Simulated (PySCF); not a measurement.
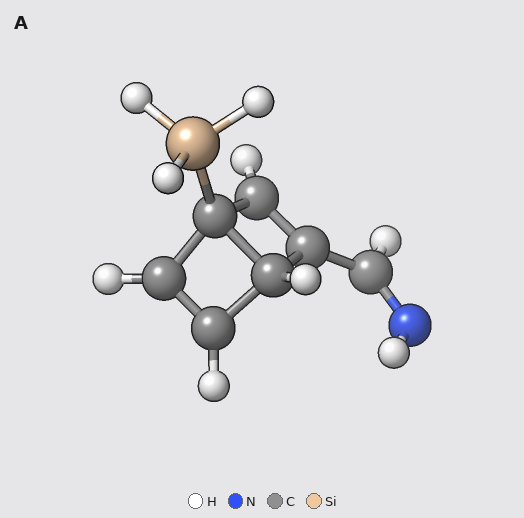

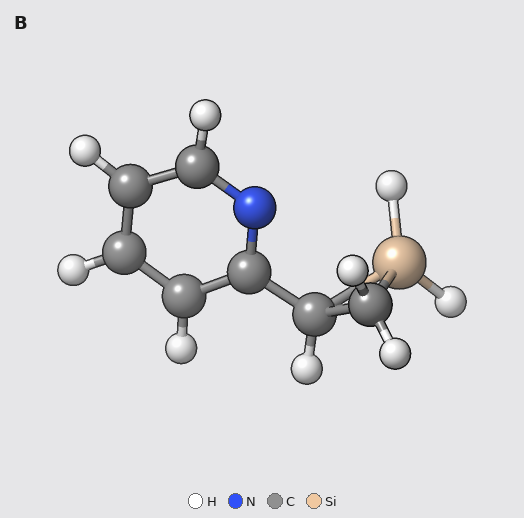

2 stationary structures of one formula. Geometries: GFN2-xTB. Electronic energies: PBE0/pcSseg-1 (PySCF 2.14.0), without zero-point energy. No frequency run is at hand to confirm each as a minimum. Each is one conformer, not always the lowest.

> Which structure is the most stable?

B is lowest; A lies 2.792 eV above it. A is `[H]/N=C\C1=C[C@@]2([SiH3])C=C[C@@H]12`, B is `c1ccc([C@@H]2C[SiH2]2)nc1`.

The geometry is semi-empirical. Around Si such bond lengths and angles can be off by a tenth of an ångström or more and by several degrees, and values that hang on the shape move with them.
